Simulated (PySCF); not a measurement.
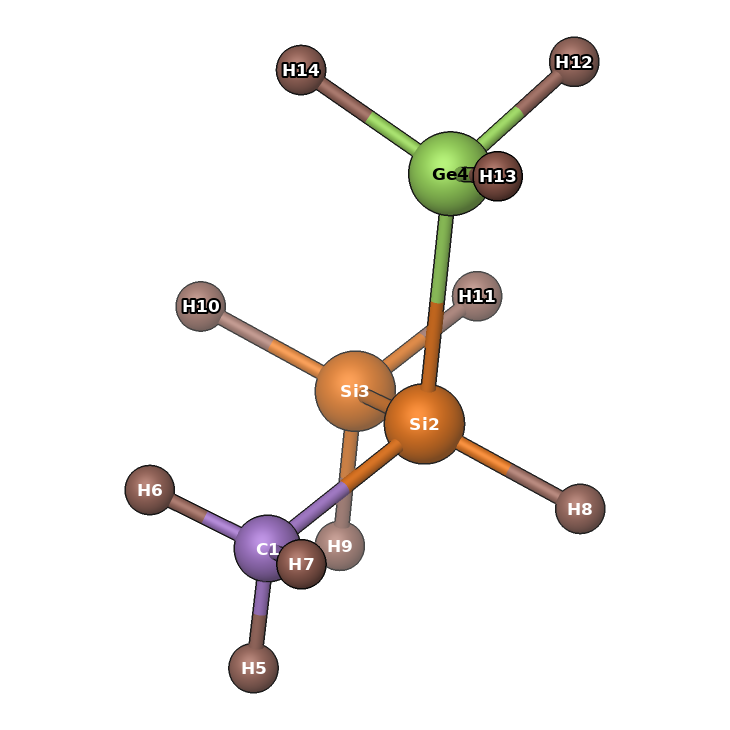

Si3 lies behind Si2. The molecule seen a little off the Si2–Si3 bond, Si2 in front. Depth is shown by fading: the farther an atom, the more it takes the colour of the background. The geometry was computed by an optimisation with GFN2-xTB. No frequency run is at hand to confirm it as a minimum.

**What is the torsion angle Ge4–Si2–Si3–H9? The sign is positive where the front bond must turn clockwise to cover the back bond.**

180°, antiperiplanar (anti). The bonds about Si2–Si3 are staggered.
